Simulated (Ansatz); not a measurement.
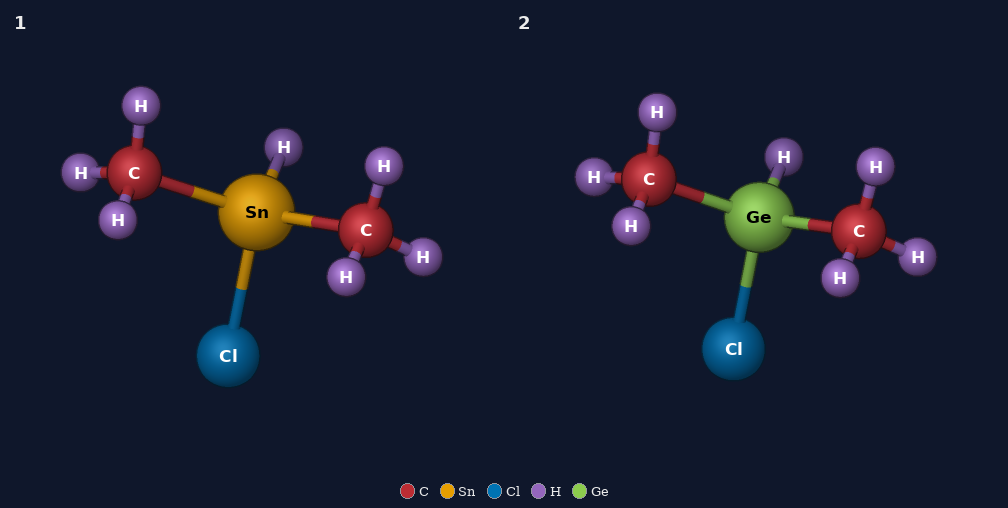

2 molecules with one skeleton, seen from the same side and at one scale. Charge 0, singlet. Computed geometries: PBE0-D4/def2-TZVP optimisations, one conformation each. Properties computed with Ansatz 0.2.0. Elements past Kr carry core potentials.

One atom differs, called X below: Sn in panel 1, Ge in panel 2. Their formulas are C2H7ClSn (`[CH3][SnH]([CH3])[Cl]`), C2H7ClGe (`[CH3][GeH]([CH3])[Cl]`).

**In which is the length of X–H larger (PBE0-D4/def2-TZVP)?**

In panel 1 (X = Sn).

**In which is the length of X–Cl larger (PBE0-D4/def2-TZVP)?**

In panel 1 (X = Sn).

Give the values. With PBE0-D4/def2-TZVP: mean length of X–C (Å), length of X–Cl (Å), length of X–H (Å), mean angle C–X–Cl (°). With ωB97M-V/def2-QZVPP: HOMO energy (Kohn–Sham orbital) (eV), HOMO–LUMO gap (eV). With ωB97M-V/def2-TZVPP: dipole moment (D).

| quantity | 1 (Sn) | 2 (Ge) | 2 − 1 |
| --- | --- | --- | --- |
| mean length of X–C (Å) | 2.130 | 1.942 | −0.188 |
| length of X–Cl (Å) | 2.351 | 2.173 | −0.178 |
| length of X–H (Å) | 1.710 | 1.540 | −0.170 |
| mean angle C–X–Cl (°) | 105.2 | 106.7 | +1.5 |
| HOMO energy (Kohn–Sham orbital) (eV) | −10.26 | −10.53 | −0.27 |
| HOMO–LUMO gap (eV) | 11.34 | 12.14 | +0.80 |
| dipole moment (D) | 3.18 | 2.67 | −0.51 |
